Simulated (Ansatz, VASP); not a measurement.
# Cross-check of Lu2CCl2 between VASP and Ansatz, part 2 of 2

Aim: how closely do two programs agree when they are given the same cell, functional and k mesh?  Valence electrons are named where the data sets of a main pair hold unlike numbers.

VASP 6.6.1 and Ansatz 0.2.0.

So far: The starting structure; VASP: band structure, LDA.

**3. Ansatz: band structure, LDA**

Level of this step: Ansatz beside VASP: Kohn-Sham DFT, plane waves, LDA (Ansatz).

Ansatz runs on its default PAW (the set named soft_2) files.

The same cell, functional (in two slightly different forms), mesh and smearing now go to Ansatz, which takes its cutoff from its data sets.

Input file input.yaml:

```yaml
crystal:
  lattice:
    - [1.7934110645, 1.0354263608, 9.1525990727]
    - [-1.7934110645, 1.0354263608, 9.1525990727]
    - [0.0, -2.0708527217, 9.1525990727]
  atoms:
    - { symbol: Lu, position: [0.1204420852, 0.1204420852, 0.1204420852] }
    - { symbol: Lu, position: [0.8795579148, 0.8795579148, 0.8795579148] }
    - { symbol: Cl, position: [0.7262460539, 0.7262460539, 0.7262460539] }
    - { symbol: Cl, position: [0.2737539461, 0.2737539461, 0.2737539461] }
    - { symbol: C, position: [0.5, 0.5, 0.5] }
hamiltonian:
  xc: lda
  pseudopotentials: { kind: paw }
kpoints:
  mp_grid: { grid: [4, 4, 4] }
  band_path:
    path:
      - [0.0, 0.0, 0.0]
      - [0.13636, 0.0, 0.0]
      - [0.31818, 0.0, 0.0]
      - [0.5, 0.0, 0.0]
      - [0.5, 0.03185, -0.03185]
      - [0.5, 0.09556, -0.09556]
      - [0.5, 0.15927, -0.15927]
      - [0.79527, 0.5, 0.20473]
      - [0.67716, 0.5, 0.32284]
      - [0.55905, 0.5, 0.44095]
      - [0.5, 0.5, 0.5]
      - [0.31818, 0.31818, 0.31818]
      - [0.13636, 0.13636, 0.13636]
      - [0.0, 0.0, 0.0]
      - [0.09207, 0.0, -0.09207]
      - [0.21484, 0.0, -0.21484]
      - [0.3376, 0.0, -0.3376]
      - [0.63287, 0.36713, 0.0]
      - [0.57382, 0.42618, 0.0]
      - [0.51476, 0.48524, 0.0]
      - [0.51476, 0.51476, 0.01593]
      - [0.57382, 0.57382, 0.07964]
      - [0.63287, 0.63287, 0.14334]
      - [0.6624, 0.6624, 0.1752]
      - [0.60335, 0.60335, 0.29331]
      - [0.54429, 0.54429, 0.41142]
      - [0.5, 0.5, 0.5]
      - [0.58858, 0.09207, 0.09207]
      - [0.70669, 0.21484, 0.21484]
      - [0.8248, 0.3376, 0.3376]
    npoints: 1
scf:
  occupations: { method: gaussian, width: 0.01 }
  n_extra_bands: 8
output:
  forces: true
  stress: true
  eigenvalues: true
  write_density: true
  write_potential: true
  elf: true
  volumetric_format: npy
```

Launch:

```sh
ansatz run input.yaml --threads 2 --pin off --max-ram 4608MiB --backend cpu --events-out ev --progress --plain --runs-dir out
```

Numbers of over 12 decimals in the logs are rounded to 6 here.

The program printed:

```text
basis.fft_grid_basis auto: the FFT boxes are laid along the combinations [[1, -1, 0], [0, 1, 0], [0, -1, 1]] of the cell's own vectors, 3.587, 9.384 and 3.587 Å long. The dense box has 24×64×24 points. Along the cell's own vectors, as sized, it would have 64×64×64, 7.11 times as many. Of the 12 symmetry operations that the crystal satisfies within crystal.symmetry.tolerance (time reversal apart; of a slab, those that [...]
scf.n_extra_bands = 8 over 34 filled bands (N_el = 68.0): the run solves 42 bands
Engine: ansatz 0.2.0, x86_64-unknown-linux-gnu
Pseudopotentials: kind: paw
Pseudopotential: Lu, paw, valence charge 25, recommended cutoff 420 eV (normal), Lu.paw.azcp
Pseudopotential: Cl, paw, valence charge 7, recommended cutoff 420 eV (normal), Cl.paw.azcp
Pseudopotential: C, paw, valence charge 4, recommended cutoff 420 eV (normal), C.paw.azcp
Functional definition: SPW92
  exchange = slater_x
  correlation = pw_c
Crystal: 5 atoms, lattice volume = 101.975 Å³
Basis set: ecut = 420 eV, 1957 PW (Γ), FFT grids on a1−a2, a2, −a2+a3
Bands: 42, of which v1, the nominal top of the filled ones, is band 34 counted from 1 (33 counted from 0)
Symmetry: 12 space group operations
Space group: R-3m (ITA 166), of the structure as read, at distance tolerance 4.7e-5 Å
k-points: 13 of 64
Non-local potential: Lu, projectors of the file, l = 0: 3, l = 1: 2, l = 2: 2, l = 3: 3
Non-local potential: Cl, projectors of the file, l = 0: 2, l = 1: 2, l = 2: 2
Non-local potential: C, projectors of the file, l = 0: 2, l = 1: 2, l = 2: 1
PAW form: soft (Blöchl's): semilocal exchange-correlation on the pseudo side does not see the compensation charge
PAW frozen core: Lu, regenerated for the run's functional, and the local potential with it (the file was generated under x = pbe(κ = 0.804, μ = 0.219515), c = pbe(β = 0.066725))
PAW frozen core: Cl, regenerated for the run's functional, and the local potential with it (the file was generated under x = pbe(κ = 0.804, μ = 0.219515), c = pbe(β = 0.066725))
PAW frozen core: C, regenerated for the run's functional, and the local potential with it (the file was generated under x = pbe(κ = 0.804, μ = 0.219515), c = pbe(β = 0.066725))
PAW one-centre angular grid: Lu, 590 points (default); XC on 64 Gauss nodes
PAW one-centre angular grid: Cl, 110 points (default); XC on 64 Gauss nodes
PAW one-centre angular grid: C, 110 points (default); XC on 64 Gauss nodes
Initial density: superposition of atomic densities (neutral atoms: chi_scale 0, normalization atom), corrected by the library's trained network
Initial wavefunctions: pseudopotential atomic-orbital guess
Functional: x = slater, c = lda
SCF iter   1: F=—  HF=-31324.982308 eV  |F-HF|=—  |Δ(HF+E_count)|=         —  Δρ=6.24e-3  dr2=5.13e-2  ethr=1.77e-3  ⟨swp⟩=7.2  Hψ=2632  notcnv=0
preconditioner: auto → Resta (q_TF=auto, 2.550 Å⁻¹)  ε∞=5.8  [insulator: Δε(μ)=0.756 eV  Ē_g=13.420 eV  σ=0.010 eV  W_gap=1.00  n_scr=30 (ndim 8)  ℏωp=29.4 eV  f_vac=0.139  D(μ)=0.00/eV (n_scr^D=0)  ε∞_Penn≈5.8]
SCF iter   2: F=—  HF=-31324.967735 eV  |F-HF|=—  |Δ(HF+E_count)|=   1.46e-2  Δρ=3.36e-3  dr2=9.92e-3  ethr=7.54e-5  ⟨swp⟩=3.9  Hψ=1281  notcnv=0  defer=40
SCF iter   3: F=—  HF=-31324.967085 eV  |F-HF|=—  |Δ(HF+E_count)|=   6.50e-4  Δρ=1.63e-3  dr2=2.12e-3  ethr=1.46e-5  ⟨swp⟩=4.4  Hψ=1363  notcnv=0  defer=40
SCF iter   4: F=—  HF=-31324.965148 eV  |F-HF|=—  |Δ(HF+E_count)|=   1.94e-3  Δρ=7.54e-4  dr2=4.56e-4  ethr=3.12e-6  ⟨swp⟩=4.0  Hψ=1515  notcnv=0  defer=40
SCF iter   5: F=—  HF=-31324.965152 eV  |F-HF|=—  |Δ(HF+E_count)|=   3.52e-6  Δρ=1.46e-4  dr2=3.10e-5  ethr=6.70e-7  ⟨swp⟩=2.1  Hψ=980  notcnv=0  defer=40
SCF iter   6: F=—  HF=-31324.965154 eV  |F-HF|=—  |Δ(HF+E_count)|=   2.62e-6  Δρ=7.11e-5  dr2=9.29e-6  ethr=4.55e-8  ⟨swp⟩=2.7  Hψ=982  notcnv=0  defer=40
SCF iter   7: F=—  HF=-31324.965157 eV  |F-HF|=—  |Δ(HF+E_count)|=   3.05e-6  Δρ=4.12e-5  dr2=3.04e-6  ethr=1.37e-8  ⟨swp⟩=2.0  Hψ=856  notcnv=0  defer=40
SCF iter   8: F=—  HF=-31324.965157 eV  |F-HF|=—  |Δ(HF+E_count)|=  2.07e-10  Δρ=1.08e-5  dr2=1.44e-7  ethr=4.47e-9  ⟨swp⟩=2.5  Hψ=933  notcnv=0  defer=40
SCF iter   9: F=-31324.965157 eV  HF=-31324.965157 eV  |F-HF|=2.45e-9  |Δ(HF+E_count)|=   5.29e-8  Δρ=3.86e-6  dr2=2.08e-8  ethr=1.47e-10  ⟨swp⟩=19.8  Hψ=6108  notcnv=0
SCF 1 converged in 9 iterations: F = -31324.965157 eV  dr2 = 2.08e-8
  greatest PAW one-centre occupation: 0.998 electrons in one spin orbital (limit 2), on the Lu atom at site 1 (counted from 0), in its partial waves of l = 0
NSCF: frozen V_eff on 30 k-points
SCF converged after 9 iterations
Free energy (F): -31324.965157 eV
Harris-Foulkes:  -31324.965157 eV  (|F-HF|=2.45e-9)
Internal energy: -31324.965157 eV  (E = F + TS)
E sigma→0 (E₀):  -31324.965157 eV
Fermi energy:    9.846163 eV
--- Per-component energies (eV) ---
  E_band       = -110.342798
  E_kinetic    = 1254.358848
  E_local      = -19766.836495  (includes V_loc(G=0)·N_el)
  E_nonlocal   = 1261.619340
  E_hartree    = 8638.303836
  E_xc         = -695.444323
  E_vxc        = -822.102471  (∫ρ·V_xc dr)
  E_paw        = -15614.261078  (= ΣΔE_a)
  E_vpaw       = 685.996878  (= ΣTr[D̂ρ^β])
  E_aug_tail   = 0.000248  (compensation charges beyond the density's cutoff)
  E_ewald      = -6407.786619
  E_core_change = 5.081086  (= ΣΔE_core)
  E_smearing   = -0.000000  (= −TS)
  E_closure    = -0.000000  (closes the sum)
  Σ components = -31324.965157   (vs F -31324.965157, Δ=0.00e0)
--- Forces (eV/Å), atoms counted from 1 ---
  atom   1  Lu    -0.00000000    -0.00000000     0.14822710
  atom   2  Lu     0.00000000     0.00000000    -0.14822710
  atom   3  Cl     0.00000000     0.00000000    -0.06039060
  atom   4  Cl    -0.00000000    -0.00000000     0.06039060
  atom   5  C     -0.00000000     0.00000000    -0.00000000
  max |Σ_I F_I| component: 3.47e-17 eV/Å
--- Stress (GPa, compression-positive) ---
       -3.385442       0.000000       0.000000
        0.000000      -3.385442      -0.000000
        0.000000      -0.000000      -0.924141
  P = ⅓ Tr σ = -2.5650 GPa (-25.650 kbar)
--- Band table (eV; the first three rows and the last of 13) ---
  k-point 0: bands = [... 30 lower, 6.6989, 8.6999, 9.4504, 9.4504, 12.5015, 12.5015, 12.9413, 13.3489, ... 4 higher]
  k-point 1: bands = [... 30 lower, 6.5489, 8.3490, 8.6301, 9.2657, 11.1336, 13.3966, 13.7161, 14.1225, ... 4 higher]
  k-point 2: bands = [... 30 lower, 6.3391, 7.7920, 8.9660, 9.3247, 10.2420, 13.6740, 15.0539, 15.5060, ... 4 higher]
  k-point 12: bands = [... 30 lower, 6.7356, 8.2372, 9.4338, 9.4338, 12.4914, 12.4914, 12.9228, 13.3306, ... 4 higher]
```

Run time: 2 s. Hardware: 2 threads of Intel Xeon Platinum 8559C (Emerald Rapids), shared host; peak memory 0.44 GiB.

Reading the cycles: dr2 is the Hartree energy of the density residual (eV), the measure of convergence; HF is the Harris–Foulkes estimate of the energy, which meets the free energy F at convergence.

**4. Comparison**

Known differences besides the potentials themselves: the two LDA forms differ slightly; the cutoff is 420 eV in Ansatz and 440 eV in VASP; Ansatz makes its cores anew for this functional, VASP keeps those of its PBE data sets; VASP's log shows a relativistic correction to its local exchange, Ansatz's none. Total energies have different zeros and are not compared.

The two programs side by side:

```csv
quantity,Ansatz,VASP,difference
gap over the path points (eV),0.792,0.777,+0.015
```

Forces (eV/Å; atoms numbered as in POSCAR):

```csv
atom,"Ansatz x, y, z","VASP x, y, z"
Lu1,"0.000, 0.000, 0.148","0.000, 0.000, 0.107"
Lu2,"0.000, 0.000, -0.148","0.000, 0.000, -0.107"
Cl3,"0.000, 0.000, -0.060","0.000, 0.000, -0.120"
Cl4,"0.000, 0.000, 0.060","0.000, 0.000, 0.120"
C5,"0.000, 0.000, 0.000","0.000, 0.000, 0.000"
```

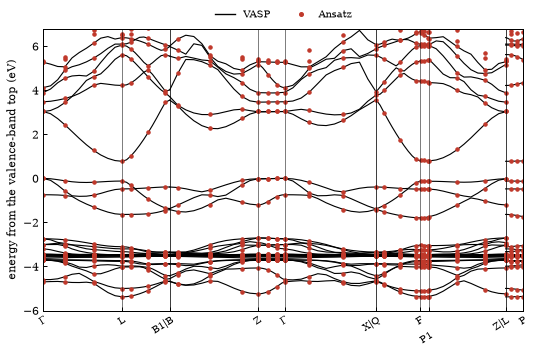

Bands from VASP (lines) and levels from Ansatz (dots). Dots without a line are higher empty bands that the VASP plot leaves out.

Levels at points of the path, from each program's valence-band top (eV; 4 filled, then empty):

```csv
k (reciprocal lattice),Ansatz,VASP
0.000 0.000 0.000,-2.75 -0.75 0.00 0.00 3.05 3.05 3.49,-2.74 -0.74 0.00 0.00 3.04 3.04 3.48
0.136 0.000 0.000,-2.80 -0.78 -0.57 -0.11 2.45 3.46 3.63,-2.79 -0.77 -0.57 -0.11 2.43 3.44 3.62
0.318 0.000 0.000,-2.98 -1.32 -0.77 -0.18 1.29 4.23 4.63,-2.98 -1.30 -0.76 -0.17 1.27 4.23 4.62
0.500 0.000 0.000,-3.11 -1.66 -0.48 -0.13 0.79 4.22 5.60,-3.10 -1.64 -0.48 -0.12 0.78 4.22 5.62
0.500 0.032 -0.032,-3.16 -1.66 -0.48 -0.32 1.03 4.34 5.42,-3.15 -1.63 -0.47 -0.31 1.02 4.33 5.42
0.500 0.096 -0.096,-3.30 -1.62 -0.95 -0.44 2.09 4.61 4.93,-3.29 -1.60 -0.94 -0.43 2.08 4.61 4.93
0.500 0.159 -0.159,-3.36 -1.46 -1.37 -0.40 3.47 3.88 3.96,-3.35 -1.44 -1.35 -0.39 3.46 3.88 3.96
0.795 0.500 0.205,-3.35 -1.53 -1.23 -0.42 3.30 3.33 4.78,-3.34 -1.51 -1.21 -0.41 3.29 3.32 4.77
0.677 0.500 0.323,-3.02 -1.19 -0.76 -0.54 2.28 2.91 5.16,-3.01 -1.18 -0.76 -0.54 2.27 2.90 5.15
0.559 0.500 0.441,-2.75 -1.09 -0.30 -0.09 2.73 3.15 3.73,-2.74 -1.08 -0.30 -0.09 2.72 3.14 3.72
```

The forces differ by 26 meV/Å r.m.s., which is 45.0 % of the r.m.s. force of 0.059 eV/Å (both taken over all components). Among the levels compared at these points, filled levels agree within 23 meV and empty ones within 19 meV. Not compared: the pressure (VASP's GW data sets at this cutoff don't carry it).

**5. What the set-up changes**

Further runs change the set-up of one program: Ansatz's method, potentials or start, or VASP's data sets, cutoff or form of LDA. The table gives Ansatz less VASP for each quantity, since a change that brings one quantity closer may part another.

```csv
run,r.m.s. force difference (meV/Å),gap over the path points (eV)
as above,26,0.015
cores kept as stored,25,0.012
Ansatz's all-electron LAPW method,26,0.015
Ansatz's larger PAW set (cutoff 900 eV),25,0.015
```

**6. Outcome**

- r.m.s. force difference (band structure, LDA): 26 meV/Å

The r.m.s. force difference is 26 meV/Å (band structure, LDA), beyond the 12 meV/Å picked in this series as the mark of a large difference. For band structure, LDA, no further run moves any of the tabulated differences by more than a quarter of its size. 1 further run of this series is not shown here. How closely two codes agree says nothing of how well the functional describes the real material.

[Lines on the potential files, build, host, timing and source positions are cut from VASP's logs without a mark.]

[Logs are printed without paths, hosts, clocks, repeated set-up lines and the standing remarks that a program may print on its own settings, such as how far it seeks lower states.]

[Hosts, paths, dates, database ids (printed as entryN), source tags and the programs' standing remarks are cut or masked in the printed files.]
